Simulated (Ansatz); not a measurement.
# Y (model cell, started as body-centred cubic): following an unstable mode, part 2 of 2

Wanted: the energy along a soft mode of Y (model cell, started as body-centred cubic) and the structure at the end.

Ansatz 0.2.0; DFT PBEsol, scalar-relativistic, plane waves, PAW; PAW set soft_1.

So far, highest frequency on the path or at a solved wavevector (cm⁻¹): step 2 (the dispersion) 140. Also lowest frequency on the path (cm⁻¹): step 2 -73.1.

This is not the structure that Y takes at ambient pressure and room temperature (hexagonal, No. 194); it is a model or a phase of other conditions.

**6. Relaxation from the frozen mode**

Starting from the lowest point found, all atoms and the cell are let go, so that strain and other modes of the same symmetry can join in.

The input, input.yaml:

```yaml
crystal:
  lattice:
    - [-1.9863909042, 1.9863909042, 1.9863909042]
    - [0.0, -3.9727818084, 3.9727818084]
    - [5.9591727126, 1.9863909042, 1.9863909042]
  atoms:
    - { symbol: "Y", position: [-0.0588551801, 0.0, 0.0087577873] }
    - { symbol: "Y", position: [0.8088551801, 0.5, 0.2412422127] }
    - { symbol: "Y", position: [0.5588551801, 0.0, 0.4912422127] }
    - { symbol: "Y", position: [0.1911448199, 0.5, 0.7587577873] }
kpoints:
  mp_grid: { grid: [12, 8, 8] }
hamiltonian:
  xc: pbesol
  pseudopotentials: { kind: paw, azcp: { folder: soft_1 }, xc_functional: pbe }
scf:
  occupations: { method: methfessel_paxton, width: 0.2 }
output:
  forces: true
  stress: true
  eigenvalues: true
relax:
  adjacent_minimum: "off"
  f_tol: 0.002
  max_steps: 120
  cell: { stress_tol: 0.03 }
```

Started as:

```sh
$ ansatz run input.yaml --threads 8 --pin off --max-ram 16384MiB --backend cpu --events-out ev --progress --plain --runs-dir out
```

Numbers of over 12 decimals in the logs are rounded to 6 here.

What it wrote:

```text
[...]
Crystal: 4 atoms, lattice volume = 125.405 Å³
Basis set: ecut = 420 eV, 2459 PW (Γ), exchange–correlation on 48×80×90 points (8 copies of the dense FFT grid, shifted against one another)
Bands: 27, of which v1, the nominal top of the filled ones, is band 22 counted from 1 (21 counted from 0)
Symmetry: 4 space group operations
[...]
k-points: 250 of 768
[...]
SCF iter   1: F=—  HF=-15180.115131 eV  |F-HF|=—  |Δ(HF+E_count)|=         —  Δρ=1.61e-2  dr2=8.12e-1  ethr=3.10e-3  ⟨swp⟩=4.8  Hψ=26784  notcnv=0
[...]
SCF iter   7: F=-15179.916459 eV  HF=-15179.916459 eV  |F-HF|=1.21e-9  |Δ(HF+E_count)|=   2.59e-8  S|Δr|=    0.00e0  Δρ=1.98e-6  dr2=5.71e-9  ethr=2.27e-10  ⟨swp⟩=5.8  Hψ=24778  notcnv=0
SCF 1 converged in 7 iterations: F = -15179.916459 eV  dr2 = 5.71e-9
[...]
relax step   1: F+E_penalty+E_count = -15179.91645901 eV  Δ(F+E_penalty+E_count) = +0.000e0 eV  max|allowed force component| = 2.029e-1 eV/Å  Δτ_max = 0.0000 Å  P = -0.171 GPa  Ω = 125.405 Å³  (7 SCF iters, dr2 threshold 1.00e-7 eV, accepted)
Crystal: 4 atoms, lattice volume = 125.301 Å³
Basis set: ecut = 420 eV, 2455 PW (Γ), exchange–correlation on 48×80×90 points (8 copies of the dense FFT grid, shifted against one another)
[...]
iter 1 solved again at ethr=4.21e-5 eV; its pass at ethr=3.10e-3 eV (dr2=1.85e-2 eV) is discarded
[...]
SCF iter   6: F=-15180.090445 eV  HF=-15180.090445 eV  |F-HF|=7.06e-10  |Δ(HF+E_count)|=   1.36e-8  S|Δr|=    0.00e0  Δρ=3.37e-6  dr2=1.39e-8  ethr=9.09e-10  ⟨swp⟩=5.2  Hψ=26118  notcnv=0
SCF 2 converged in 6 iterations: F = -15180.090445 eV  dr2 = 1.39e-8
relax step   2: F+E_penalty+E_count = -15180.09044457 eV  Δ(F+E_penalty+E_count) = -1.740e-1 eV  max|allowed force component| = 2.239e-1 eV/Å  Δτ_max = 0.1813 Å  P = -0.447 GPa  Ω = 125.301 Å³  energy of the carried Pulay correction = +2.579e-6 eV  (6 SCF iters, dr2 threshold 4.00e-7 eV, accepted)
Crystal: 4 atoms, lattice volume = 124.812 Å³
Basis set: ecut = 420 eV, 2427 PW (Γ), exchange–correlation on 48×80×90 points (8 copies of the dense FFT grid, shifted against one another)
[...]
SCF iter   6: F=-15180.184853 eV  HF=-15180.184853 eV  |F-HF|=1.75e-9  |Δ(HF+E_count)|=   1.09e-8  S|Δr|=    0.00e0  Δρ=2.74e-6  dr2=9.77e-9  ethr=9.09e-10  ⟨swp⟩=5.4  Hψ=26947  notcnv=0
SCF 3 converged in 6 iterations: F = -15180.184853 eV  dr2 = 9.77e-9
relax step   3: F+E_penalty+E_count = -15180.18485324 eV  Δ(F+E_penalty+E_count) = -9.441e-2 eV  max|allowed force component| = 2.532e-1 eV/Å  Δτ_max = 0.1954 Å  P = -0.320 GPa  Ω = 124.812 Å³  energy of the carried Pulay correction = +1.482e-5 eV  (6 SCF iters, dr2 threshold 4.00e-7 eV, accepted)
[...]
relax step   4: F+E_penalty+E_count = -15180.21291928 eV  Δ(F+E_penalty+E_count) = -2.807e-2 eV  max|allowed force component| = 7.931e-2 eV/Å  Δτ_max = 0.0967 Å  P = +0.466 GPa  Ω = 122.466 Å³  energy of the carried Pulay correction = +7.464e-5 eV  (5 SCF iters, dr2 threshold 4.00e-7 eV, accepted)
[...]
relax step   5: F+E_penalty+E_count = -15180.22038410 eV  Δ(F+E_penalty+E_count) = -7.465e-3 eV  max|allowed force component| = 1.820e-2 eV/Å  Δτ_max = 0.0291 Å  P = -0.095 GPa  Ω = 124.266 Å³  energy of the carried Pulay correction = +2.858e-5 eV  (5 SCF iters, dr2 threshold 4.00e-7 eV, accepted)
[...]
relax step   6: F+E_penalty+E_count = -15180.22109272 eV  Δ(F+E_penalty+E_count) = -7.086e-4 eV  max|allowed force component| = 5.311e-3 eV/Å  Δτ_max = 0.0127 Å  P = +0.005 GPa  Ω = 123.960 Å³  energy of the carried Pulay correction = +3.632e-5 eV  (5 SCF iters, dr2 threshold 1.21e-7 eV, accepted)
[...]
relax step   7: F+E_penalty+E_count = -15180.22117537 eV  Δ(F+E_penalty+E_count) = -8.265e-5 eV  max|allowed force component| = 1.857e-3 eV/Å  Δτ_max = 0.0050 Å  P = +0.005 GPa  Ω = 123.979 Å³  energy of the carried Pulay correction = +3.585e-5 eV  (6 SCF iters, dr2 threshold 8.10e-9 eV, accepted)
Basis set: ecut = 420 eV, 2415 PW (Γ), exchange–correlation on 48×80×96 points (8 copies of the dense FFT grid, shifted against one another)
[...]
SCF iter   4: F=-15180.221129 eV  HF=-15180.221129 eV  |F-HF|=5.46e-12  |Δ(HF+E_count)|=  1.09e-11  S|Δr|=    0.00e0  Δρ=4.23e-8  dr2=2.23e-12  ethr=1.00e-12  ⟨swp⟩=5.1  Hψ=26843  notcnv=0
SCF 8 converged in 4 iterations: F = -15180.221129 eV  dr2 = 2.23e-12
relax step   8: F+E_penalty+E_count = -15180.22112873 eV  Δ(F+E_penalty+E_count) = +4.664e-5 eV  max|allowed force component| = 1.856e-3 eV/Å  Δτ_max = 0.0000 Å  P = +0.004 GPa  Ω = 123.979 Å³  stress off target by 2.19e-2 GPa  SCF on the basis re-selected at this cell (its energy is not comparable with the rows above)  (4 SCF iters)
basis re-selected at this cell: Δ(F+E_penalty+E_count) = +4.664e-5 eV, ΔP = -0.000 GPa vs the last step (what re-selecting the basis moved, of the pressure what is left beyond the Pulay correction that the steps carried, after the strain that the cell walked since its last selection, with what the two solves' SCF thresholds leave and, on support functions, any second-order correction that the steps lacked; it is no measure of the basis error at this ecutwfc). The dense FFT grid was sized anew with the basis: this SCF ran on 24×40×48 points, the steps before it on 24×40×45, so part of this shift can come from that change (see relax.cell in the input reference). [rest of the remark cut]
SCF converged after 4 iterations
[...]
Free energy (F): -15180.221129 eV
[...]
Internal energy: -15180.218192 eV  (E = F + TS)
E sigma→0 (E₀):  -15180.220394 eV
Entropy (-TS):   -0.002937 eV (-0.734 meV/atom)
Fermi energy:    9.876650 eV
[...]
--- Forces (eV/Å), atoms counted from 1 ---
  atom   1  Y     -0.00185576    -0.00130524    -0.00130524
  atom   2  Y      0.00185576     0.00130524     0.00130524
  atom   3  Y      0.00170585    -0.00027537    -0.00027537
  atom   4  Y     -0.00170585     0.00027537     0.00027537
  max |Σ_I F_I| component: 0.00e0 eV/Å
--- Stress (GPa, compression-positive) ---
        0.006965      -0.000234      -0.000234
       -0.000234       0.003208      -0.018688
       -0.000234      -0.018688       0.003208
  P = ⅓ Tr σ = 0.0045 GPa (0.045 kbar)
--- Band table (eV; the first three rows and the last of 250) ---
  k-point 0: bands = [... 18 lower, 8.5266, 8.7525, 9.5900, 9.8927, 10.1525, 10.4246, 11.2587, 11.5330, ... 1 higher]
  k-point 1: bands = [... 18 lower, 8.1551, 8.9728, 9.6405, 9.8755, 10.2855, 10.4750, 11.1740, 11.4234, ... 1 higher]
  k-point 2: bands = [... 18 lower, 8.3293, 9.0252, 9.7877, 9.9263, 10.4250, 10.6229, 10.9487, 11.2757, ... 1 higher]
  k-point 249: bands = [... 18 lower, 8.9385, 8.9385, 9.6265, 9.6265, 10.0772, 10.0772, 11.0587, 11.0587, ... 1 higher]
--- Relaxed structure (7 steps of the walk, 7 accepted, 1 SCFs on fresh bases) ---
  F+E_penalty+E_count = -15180.22112873 eV   max|allowed force component| = 1.856e-3 eV/Å   (the final SCF, on the basis selected at the relaxed cell)
  cell:  # Å, volume = 123.9788 Å³
    - [-2.138859, 1.950272, 1.950272]
    - [0.0, -3.861157, 3.861157]
    - [6.207682, 1.845824, 1.845824]
  atoms:
    - { symbol: Y, position: [-0.189377, 1.3877787807814457e-17, -0.00390771] }
    - { symbol: Y, position: [0.939377, 0.500000, 0.253908] }
    - { symbol: Y, position: [0.549524, -5.551115123125783e-17, 0.474144] }
    - { symbol: Y, position: [0.200476, 0.5, 0.775856] }
```

Run time: 52 s. Hardware: 8 threads of Arm Neoverse V1, shared host; peak memory 0.98 GiB.

Relaxation path:

| step | energy less that of the first step (eV) | largest force component (eV/Å) | pressure (GPa) | volume (Å³) |
| --- | --- | --- | --- | --- |
| 1 | 0.0000 | 0.2029 | -0.17 | 125.40 |
| 2 | -0.1740 | 0.2239 | -0.45 | 125.30 |
| 3 | -0.2684 | 0.2532 | -0.32 | 124.81 |
| 4 | -0.2965 | 0.0793 | 0.47 | 122.47 |
| 5 | -0.3039 | 0.0182 | -0.09 | 124.27 |
| 6 | -0.3046 | 0.0053 | 0.00 | 123.96 |
| 7 | -0.3047 | 0.0019 | 0.00 | 123.98 |
| 8* | -0.3047 | 0.0019 | 0.00 | 123.98 |

Relaxation steps marked * repeat the geometry before them on a plane-wave basis chosen anew for their cell, so energy and pressure can jump there.

Forces are held to the 4 operations that the run works with; a distortion that breaks them can't arise in this run.

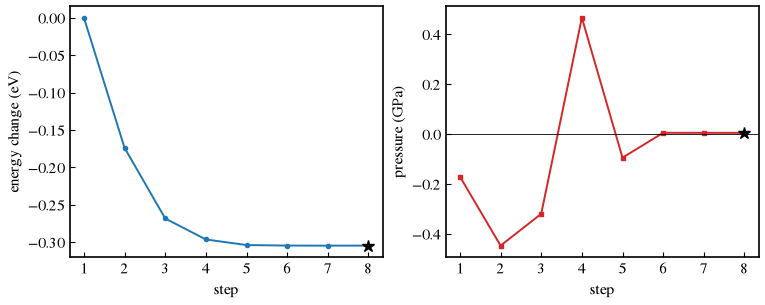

Energy and pressure along the relaxation. Stars mark steps on a basis chosen anew.

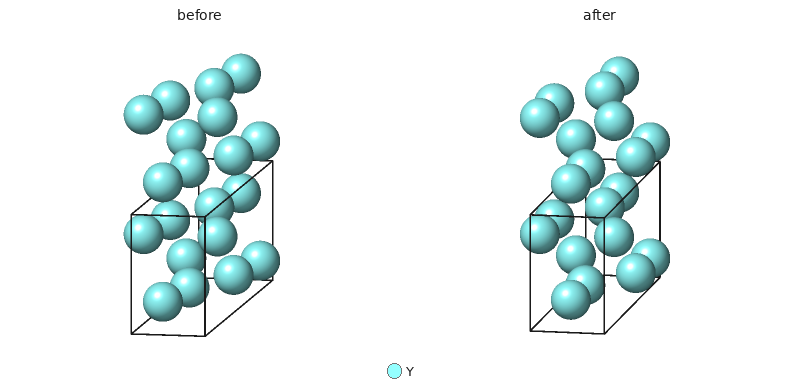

Before and after, at one scale.

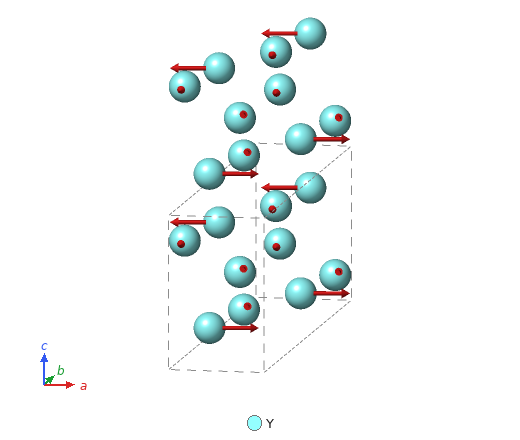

Displacements in the relaxation, exaggerated, measured against the changing cell; the longest in the cell stands for 0.44 Å. 1×1×2 conventional cells are drawn. Some periodic images of atoms are drawn too.

| cell as run | before | after | change |
| --- | --- | --- | --- |
| a (Å) | 3.441 | 3.490 | +1.4 % |
| b (Å) | 5.618 | 5.461 | -2.8 % |
| c (Å) | 6.588 | 6.734 | +2.2 % |
| β (°) | 100.02 | 104.99 | +5.0 % |
| volume (Å³/atom) | 31.35 | 30.99 | -1.1 % |

The atoms that moved most (Å, as changes of fractional coordinates times the final cell):

| atom | dx | dy | dz | length |
| --- | --- | --- | --- | --- |
| Y1 | 0.201 | -0.278 | -0.278 | 0.441 |
| Y2 | -0.201 | 0.278 | 0.278 | 0.441 |
| Y4 | 0.086 | 0.050 | 0.050 | 0.111 |
| Y3 | -0.086 | -0.050 | -0.050 | 0.111 |

Final coordinates:

```xyz
4
Lattice="-2.1389 1.9503 1.9503 0.0000 -3.8612 3.8612 6.2077 1.8458 1.8458" Properties=species:S:1:pos:R:3 pbc="T T T"
Y     0.3808   -0.3766   -0.3766
Y    -0.4330    0.3701    4.2313
Y     1.7680    1.9469    1.9469
Y     4.3875   -0.1075    3.7537
```

This step gave:

| Property | Result |
| --- | --- |
| pressure | 0.004461 GPa |
| volume per atom | 30.99 Å³ |

The distorted start has space group P2_1/m; the relaxation ends in Cmcm.

**7. The new phase in its own primitive cell**

The relaxed structure is symmetrised, reduced to its primitive cell and relaxed tightly, as its phonons need.

input.yaml, the sections that differ from step 6:

```yaml
crystal:
  lattice:
    - [1.7451243631, -6.5051719829, 0.0]
    - [1.7451243631, 6.5051719829, 0.0]
    - [0.0, 0.0, 5.4605009204]
  atoms:
    - { symbol: "Y", position: [0.5645303934, 0.4354696066, 0.75] }
    - { symbol: "Y", position: [0.4354696066, 0.5645303934, 0.25] }
    - { symbol: "Y", position: [0.8255045838, 0.1744954162, 0.75] }
    - { symbol: "Y", position: [0.1744954162, 0.8255045838, 0.25] }
kpoints:
  mp_grid: { grid: [12, 12, 8] }
relax:
  adjacent_minimum: "off"
  f_tol: 0.001
  max_steps: 60
  cell: { stress_tol: 0.01 }
# hamiltonian, scf, output: as in step 6
```

What it wrote:

```text
[...]
Crystal: 4 atoms, lattice volume = 123.979 Å³
Basis set: ecut = 420 eV, 2415 PW (Γ), exchange–correlation on 96×96×80 points (8 copies of the dense FFT grid, shifted against one another)
Bands: 27, of which v1, the nominal top of the filled ones, is band 22 counted from 1 (21 counted from 0)
Symmetry: 8 space group operations
[...]
k-points: 215 of 1152
[...]
--- Relaxed structure (2 steps of the walk, 2 accepted, 1 SCFs on fresh bases) ---
[...]
cell:  # Å, volume = 123.9949 Å³
    - [1.744911, -6.504887, 0.0]
    - [1.744911, 6.504887, 0.0]
    - [0.0, 0.0, 5.462113]
  atoms:
    - { symbol: Y, position: [0.564490, 0.435510, 0.750000] }
    - { symbol: Y, position: [0.435510, 0.564490, 0.25] }
    - { symbol: Y, position: [0.825437, 0.174563, 0.750000] }
    - { symbol: Y, position: [0.174563, 0.825437, 0.25] }
[key lines of the parts left out:]
SCF converged after 4 iterations
Free energy (F): -15180.221191 eV
Fermi energy:    9.875233 eV
P = ⅓ Tr σ = -0.0019 GPa (-0.019 kbar)
```

The job ended after 15 s (8 threads; peak memory 0.94 GiB).

Little changed from the start: no atom moved by 0.005 Å and no cell edge by 0.1 %.

This step gave:

* pressure: -0.001879 GPa
* volume per atom: 31.00 Å³

The largest force component left is 0.27 meV/Å and the pressure is -0.002 GPa, within the tolerances set. The cell now holds 31.00 Å³/atom.

**8. Modes of the new phase, k-mesh 12×12×8**

A relaxed structure may still be a saddle point, so its zone-centre modes are computed. No field response is asked, since the mesh shows no gap.

input.yaml, the sections that differ from step 7:

```yaml
crystal:
  lattice:
    - [1.7449113135, -6.5048868209, 0.0]
    - [1.7449113135, 6.5048868209, 0.0]
    - [0.0, 0.0, 5.4621131687]
  atoms:
    - { symbol: "Y", position: [0.5644899, 0.4355101, 0.75] }
    - { symbol: "Y", position: [0.4355101, 0.5644899, 0.25] }
    - { symbol: "Y", position: [0.8254365779, 0.1745634221, 0.75] }
    - { symbol: "Y", position: [0.1745634221, 0.8254365779, 0.25] }
output:
  eigenvalues: true
phonons:
  method: dfpt
# kpoints, hamiltonian, scf: as in step 7
# relax: removed
```

What it wrote:

```text
zone centre: on kpoints.mp_grid the ground state, and the responses unless they are solved on pairs of k-points, stand on 215 of the mesh's 1152 k-points, reduced under 4 symmetry operations, with k and −k counted as one. Each operation leaves every solved displacement unchanged or reverses it
[...]
Crystal: 4 atoms, lattice volume = 123.995 Å³
Basis set: ecut = 420 eV, 2415 PW (Γ), exchange–correlation on 96×96×80 points (8 copies of the dense FFT grid, shifted against one another)
Bands: 27, of which v1, the nominal top of the filled ones, is band 22 counted from 1 (21 counted from 0)
Symmetry: 8 space group operations
k-points: 215 of 1152 (irreducible under 4 space group operations, time reversal used)
[...]
SCF iter   1: F=—  HF=-15180.478399 eV  |F-HF|=—  |Δ(HF+E_count)|=         —  Δρ=1.73e-2  dr2=1.19e0  ethr=3.10e-3  ⟨swp⟩=4.6  Hψ=22897  notcnv=0
[...]
SCF iter  10: F=-15180.221191 eV  HF=-15180.221191 eV  |F-HF|=0.00e0  |Δ(HF+E_count)|=    0.00e0  S|Δr|=    0.00e0  Δρ=1.64e-8  dr2=3.51e-13  ethr=1.00e-12  ⟨swp⟩=10.2  Hψ=28122  notcnv=0
SCF 1 converged in 10 iterations: F = -15180.221191 eV  dr2 = 3.51e-13
[...]
DFPT response loops at Γ: preconditioner auto → Kerker (q_TF=auto, 2.296 Å⁻¹) (partly filled bands, converged f_vac=0.000); β = 1.00, the filter's whole step (`scf.mixing.beta` (0.50) is not read by the response loops under this deck's `scf.mixing.preconditioner`; to damp them name `kerker` or `kerker_dos`, under which they read `scf.mixing.beta`, and type it under 1.00, their step now; both keys bind the ground state too); Broyden in place of MSR1
SCF converged after 10 iterations
[...]
Free energy (F): -15180.221191 eV
[...]
Internal energy: -15180.218366 eV  (E = F + TS)
E sigma→0 (E₀):  -15180.220485 eV
Entropy (-TS):   -0.002826 eV (-0.706 meV/atom)
Fermi energy:    9.875233 eV
[...]
--- Band table (eV; the first three rows and the last of 215) ---
  k-point 0: bands = [... 18 lower, 8.5249, 8.7516, 9.5866, 9.8913, 10.1512, 10.4228, 11.2541, 11.5302, ... 6 higher]
  k-point 1: bands = [... 18 lower, 8.3920, 8.6496, 9.8052, 9.8796, 10.2017, 10.5686, 11.0760, 11.4641, ... 6 higher]
  k-point 2: bands = [... 18 lower, 8.1790, 8.4080, 9.9779, 10.1818, 10.3852, 10.7907, 10.8413, 11.2456, ... 6 higher]
  k-point 214: bands = [... 18 lower, 7.6498, 7.6498, 9.9080, 9.9080, 10.3484, 10.3484, 10.8089, 10.8089, ... 6 higher]
--- Phonons (Γ-DFPT): 6 representative perturbations + reference, on 215 of 1152 k-points (Σ response iterations 18) ---
  k mesh reduced under 4 symmetry operations, with k and −k counted as one. Each operation leaves every solved displacement unchanged or reverses it
  ASR residual: 2.158e-5 → 0.000e0 eV/Å²; symmetrization residual: 1.748e-6 eV/Å²
  ASR residual per site (eV/Å²): 2.16e-5 2.16e-5 1.84e-5 1.84e-5
  Γ frequencies (cm⁻¹): 0.00 0.00 0.00 71.84 84.30 87.86 102.86 112.40 125.26 139.47 145.23 163.40
  non-analytic LO–TO correction: not included (Born effective charges unavailable; polar crystals: no LO–TO splitting at Γ)
```

Run time: 98 s. Hardware: 8 threads; peak memory 2.6 GiB; 12 min of CPU time.

Numbers from this step:

| Quantity | Value |
| --- | --- |
| sum-rule residual before enforcement | 2.16e-5 eV/Å² |
| point group | mmm |
| highest optical mode at the zone centre (no LO-TO term) | 163.4 cm⁻¹ |
| lowest optical zone-centre mode | 71.84 cm⁻¹ |

Patterns of degenerate modes are one choice out of their space. Modes at Γ:

| mode | frequency (cm⁻¹) | symmetry |
| --- | --- | --- |
| 1 | 0.0 | acoustic |
| 2 | 0.0 | acoustic |
| 3 | 0.0 | acoustic |
| 4 | 71.8 | B1g |
| 5 | 84.3 | Ag |
| 6 | 87.9 | B3g |
| 7 | 102.9 | B1g |
| 8 | 112.4 | B3u |
| 9 | 125.3 | B1u |
| 10 | 139.5 | Ag |
| 11 | 145.2 | B2u |
| 12 | 163.4 | B3g |

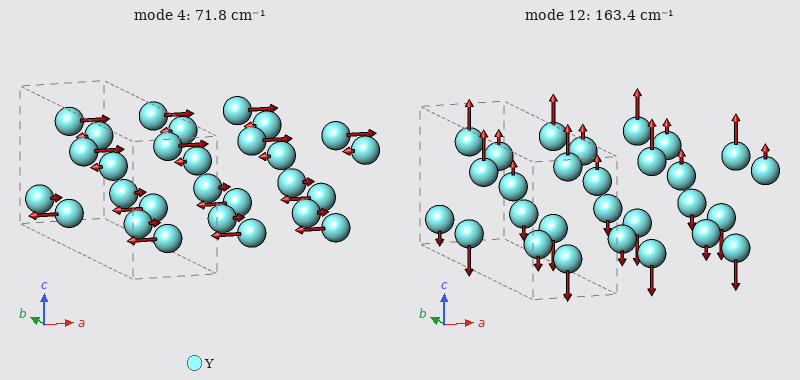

Displacement patterns of modes 4 and 12 at Γ; arrows are exaggerated. 3×1×1 conventional cells are drawn. Some periodic images of atoms are drawn too.

Before it was imposed, the acoustic sum rule was missed by 2.2e-5 eV/Å². Small misses are needed for a sound result but don't prove that mesh and cutoff are converged. The lowest optical mode is real, 71.8 cm⁻¹.

**9. The phases reached**

The phases reached along the modes that were followed are set side by side.

Energies are those of the first relaxation, on the mesh of the frozen mode; space group, volume and gap are those of the last relaxation. Phases, by row:

| mode frozen in | space group | energy from parent (meV/atom) | volume (Å³/atom) | gap on mesh (eV) | lowest zone-centre optical mode (cm⁻¹) | largest shift (Å) |
| --- | --- | --- | --- | --- | --- | --- |
| parent | Im-3m | 0 | 31.35 | 0 | – | – |
| q = (0, 0, -0.5), 73i cm⁻¹ | P6_3/mmc | -129.3 | 31.3 | 0 | 90 | 0.518 |
| q = (0, 0.25, 0.25), 65i cm⁻¹ | Cmcm | -90.95 | 31 | 0 | 71.8 | 0.655 |

**10. Results**

| Item | Value |
| --- | --- |
| unstable mode of the parent | q = (0, 0.25, 0.25), 65i cm⁻¹ |
| depth at the lowest point sampled | 14.3 meV/atom |
| largest atomic shift at that point | 0.22 Å |
| space group reached (within 0.01 Å) | Cmcm |
| energy gained over the parent (first relaxation, on the mesh of the frozen mode) | 90.9 meV/atom |
| volume per atom, phase reached | 31.0 Å³ |
| lowest optical zone-centre mode, phase reached | 71.8 cm⁻¹ |
| highest optical mode at the zone centre (no LO-TO term), phase reached | 163 cm⁻¹ |

What this shows: Along this mode the structure falls into Cmcm, 90.9 meV/atom below the parent. At the parent's cell the well is 14.29 meV/atom deep on the steps tried, with its lowest point at a shift of 0.22 Å. Relaxing atoms and cell changes the gain by +76.66 meV/atom against the lowest step (energies at zero smearing). Most of the total comes from this relaxation. The new phase has no imaginary mode at the zone centre of its cell; other wavevectors were not checked. Of the 2 patterns followed to their end from this parent, this one ends 38.3 meV/atom above the lowest, P6_3/mmc. Each path keeps the symmetry of its pattern, so a lower phase may lie along a pattern not tried. With no gap, or one that is small against the smearing, the frequencies hang on the k mesh and the smearing, most of all near Kohn anomalies. The PAW files were made for PBE and serve the other functionals too. The starting cell was built on a prototype and not taken from a measurement, so the phase need not exist.

[Logs are printed without paths, hosts, clocks, repeated set-up lines and the standing remarks that a program may print on its own settings, such as how far it seeks lower states.]

[Hosts, paths, dates, database ids (printed as entryN), source tags and the programs' standing remarks are cut or masked in the printed files.]
